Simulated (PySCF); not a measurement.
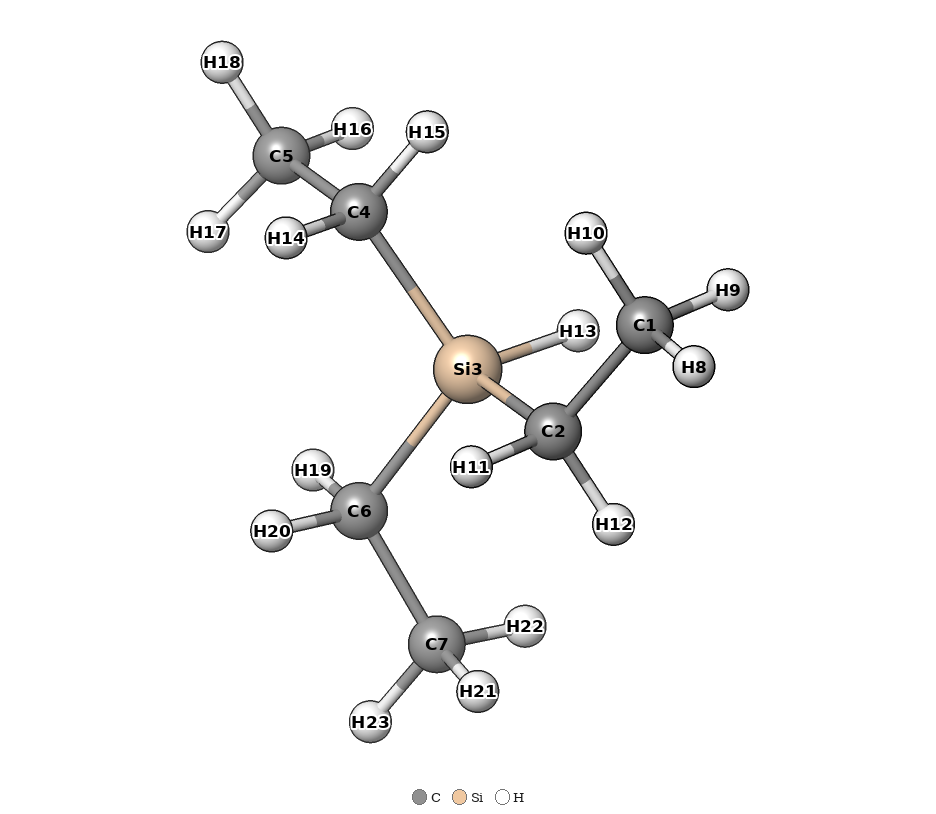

Computed geometry: PBE0-D3(BJ)/def2-SVP optimisation. No frequency run is at hand to confirm it as a minimum. Level of theory: B3LYP/def2-TZVP indirect spin-spin coupling, non-relativistic, gas phase (PySCF 2.14.0). Isotopes: 13C, 1H, 29Si.

Give the spin–spin coupling constants of these pairs, with the number of bonds between them: Si3/C6, Si3/H12, Si3/H19, Si3/C5, Si3/H20, Si3/H8, Si3/H23, Si3/H22.

```
    pair  bonds apart  J (Hz)
 Si3, C6            1   −43.4
Si3, H12            2     6.2
Si3, H19            2     6.2
 Si3, C5            2     1.5
Si3, H20            2     5.6
 Si3, H8            3   −14.7
Si3, H23            3   −14.6
Si3, H22            3    −3.6
```
